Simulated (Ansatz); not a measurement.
**BH2O (SMILES [BH]O) at FCI/STO-3G**

Aim: the electronic atomisation energy of BH2O at FCI/STO-3G, from 4 runs. 

Program for the calculation: Ansatz 0.2.0.

58 further runs of the same task are left out: 58 set aside as unsound or not needed.

## Step 1: The molecule

The species is BH2O (4 atoms), meant as a doublet with charge 0. As SMILES, `[BH]O`. The coordinates come from a PBE0-D4/def2-TZVP relaxation.

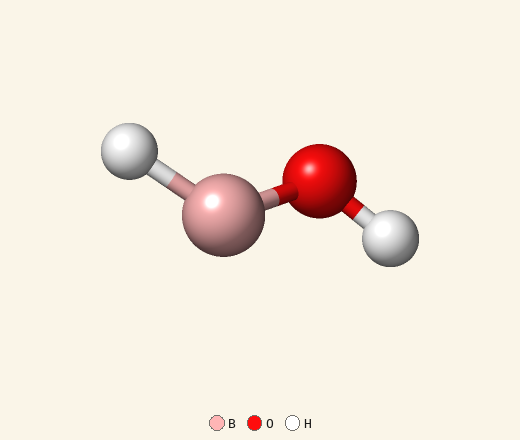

The structure, seen from a chosen angle (boron pink, oxygen red, hydrogen white).

## Step 2: The energy at FCI/STO-3G

Contents of in.yaml:

```yaml
crystal:
  periodic: [false, false, false]
  atoms:
    - {symbol: B, position_ang: [-0.006100, -0.485500, 0.388300]}
    - {symbol: O, position_ang: [0.119700, 0.544500, -0.448600]}
    - {symbol: H, position_ang: [-1.064200, -1.032400, 0.540300]}
    - {symbol: H, position_ang: [1.006100, 0.913200, -0.500300]}
basis:
  gaussian: {orbitals: STO-3G}
magnetization: {spin_polarized: true, initial_magnetization: 1}
correlation: {method: fci, frozen_orbitals: {B: 1, H: 0, O: 1}}
accuracy: high
```

Started as:

```console
$ ansatz run in.yaml --threads 1 --pin off --max-ram 2610MiB --events-out events.jsonl --progress --plain --runs-dir runs
```

What it wrote:

```text
Warning: RAYON_NUM_THREADS=1 ignored (pool sized by the plan → 1); use --threads N
Functional definition: HF
  name "HF"
  exchange = exact_x
  correlation = 0
187 factors; integrals over basis functions are off by at most 2.2e-8 eV
mean field evaluation 1: about -2701.3508 eV, gradient 1.2e1 eV
mean field evaluation 2: about -2701.3957 eV, gradient 1.2e1 eV
mean field evaluation 4: about -2702.7072 eV, gradient 2.0e0 eV
mean field evaluation 8: about -2702.7862 eV, gradient 4.1e-4 eV
mean field -2702.78526141 eV, -99.3255263430 hartree, gradient 2.7e-8 eV, S^2 0.754391; 0 other end points of the search recorded, 0 dependent functions left out
mean field evaluation 16: about -2702.7251 eV, gradient 1.8e-1 eV
2 core orbitals not correlated: weight in the atoms' cores, before any rotation towards them, 1.000 or more for the frozen orbitals, at most 0.000 for the correlated occupied ones
reference -2702.76882007 eV, -99.3249221351 hartree; 6, 5 occupied and 4, 5 virtual orbitals, 187 factors
state -2705.36087126 eV, -99.4201782594 hartree
Total energy: -2705.36087126 eV, -99.4201782594 hartree
```

It took 0.34 s on 1 thread of Arm Neoverse V2, shared host.

## Step 3: The B atom

Contents of in.yaml:

```yaml
crystal:
  periodic: [false, false, false]
  atoms:
    - {symbol: B, position_ang: [0.000000, 0.000000, 0.000000]}
basis:
  gaussian:
    orbitals: STO-3G
magnetization:
  spin_polarized: true
  initial_magnetization: 1
correlation:
  method: fci
  frozen_orbitals: {B: 1}
accuracy: high
```

Run the same way, it converges to -24.18898 Eh (log not shown).

## Step 4: The H atom: a single-point energy at UHF/STO-3G

Contents of in.yaml:

```yaml
crystal:
  periodic: [false, false, false]
  atoms:
    - {symbol: H, position_ang: [0.000000, 0.000000, 0.000000]}
basis:
  gaussian: {orbitals: STO-3G}
magnetization: {spin_polarized: true, initial_magnetization: 1}
hamiltonian: {xc: hf}
accuracy: high
```

Started as:

```console
$ ansatz run in.yaml --threads 1 --pin off --max-ram 2610MiB --events-out events.jsonl --progress --plain --runs-dir runs
```

What it wrote:

```text
Warning: RAYON_NUM_THREADS=1 ignored (pool sized by the plan → 1); use --threads N
[... 4 set-up lines as earlier in the session ...]
1 factors; integrals over basis functions are off by at most 4.6e-10 eV
mean field evaluation 1: about -12.6963 eV, gradient 0.0e0 eV
mean field evaluation 2: about -12.6963 eV, gradient 0.0e0 eV
mean field -12.69633895 eV, -0.4665818504 hartree, gradient 0.0e0 eV, S^2 0.750000; 0 other end points of the search recorded, 0 dependent functions left out
reference -12.69633895 eV, -0.4665818504 hartree; 1, 0 occupied and 0, 1 virtual orbitals, 1 factors
Total energy: -12.69633895 eV, -0.4665818504 hartree
```

Wall time 0.02 s (1 thread of Arm Neoverse V2, shared host).

## Step 5: The O atom

Contents of in.yaml:

```yaml
crystal:
  periodic: [false, false, false]
  atoms:
    - {symbol: O, position_ang: [0.000000, 0.000000, 0.000000]}
basis:
  gaussian:
    orbitals: STO-3G
total_charge: 0
magnetization:
  spin_polarized: true
  initial_magnetization: 2
correlation:
  method: fci
  frozen_orbitals: {O: 1}
accuracy: high
```

Run the same way, it converges to -73.80415 Eh (log not shown).

## Step 6: Summary of results

At FCI/STO-3G, 2 core orbitals frozen:

| quantity | value |
| --- | --- |
| molecule: total energy | -99.42018 Eh |
| molecule: correlation energy (2 core orbitals frozen) | -95.3 mEh |
| B atom: total energy | -24.18898 Eh |
| B atom: correlation energy (1 core orbital frozen) | -40.0 mEh |
| H atom: total energy | -0.46658 Eh |
| H atom: ⟨S²⟩ | 0.750 |
| O atom: total energy | -73.80415 Eh |
| O atom: correlation energy (1 core orbital frozen) | 0.0 mEh |
| electronic atomisation energy | 13.439 eV |

**Reading.** Taking the molecule apart into free atoms costs 13.44 eV (310 kcal/mol), before zero-point energy and without spin-orbit coupling. In a minimal basis such a difference can be off by several eV, whatever the method.
